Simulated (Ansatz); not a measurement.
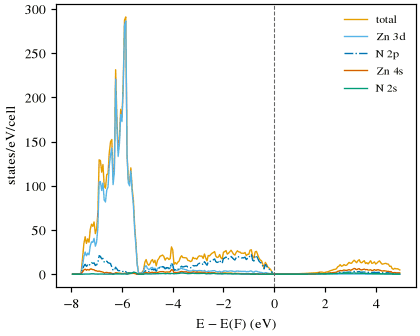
*Total and projected density of states of Zn3N2 (anti-bixbyite, Ia-3), PBE (plane waves, PAW; program Ansatz)*

Q: Which orbitals carry the states next to the Fermi level?

A: Within 0.5 eV of the Fermi level: N 2p 83 %, Zn 3d 14 %. Projections are on Löwdin-orthogonalised atomic valence shells; empty p or d shells of many metals are not among them.

Q: Where is the tallest occupied peak in this window, and what makes it?

A: Near -5.8 eV, about 290 states/eV per cell; the largest projected share is Zn 3d.

The cell was relaxed with PBE under the symmetry of its start.

Potentials: the later of the program's two PAW sets.
